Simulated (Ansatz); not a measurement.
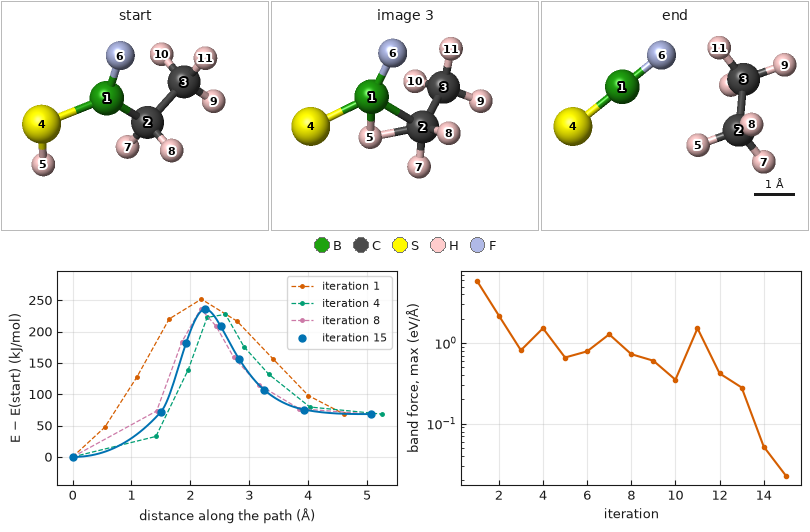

A nudged-elastic-band calculation for C2H6BFS. Images are numbered from 0 (start) to 8 (end). The plot follows the band through its iterations. The picture is a ball-and-stick view, seen from a free direction.

Theory: RKS B3LYP/def2-SVP in Ansatz 0.2.0. Run with 7 movable images; climbing image; force threshold 0.05 eV/Å; iteration limit 60; starting path through a guess of the saddle point.

> How did the profile develop, and is the result final?

The run is converged, with reservations. The band converged in 15 iterations. The largest component of the band force went from 5.9 to 0.023 eV/Å. The climbing image converged on the top of the path. Its curvatures weren't checked. The first iteration put the highest image at 251.7 kJ/mol. The highest point, image 3, lies 235.8 kJ/mol above the start and 167.4 kJ/mol above the end; the end is at +68.3 kJ/mol relative to the start.

The run took 110 s on 2 threads of AMD EPYC 9R45 96-Core Processor (Zen 5), on a shared host, peak memory 0.24 GiB.
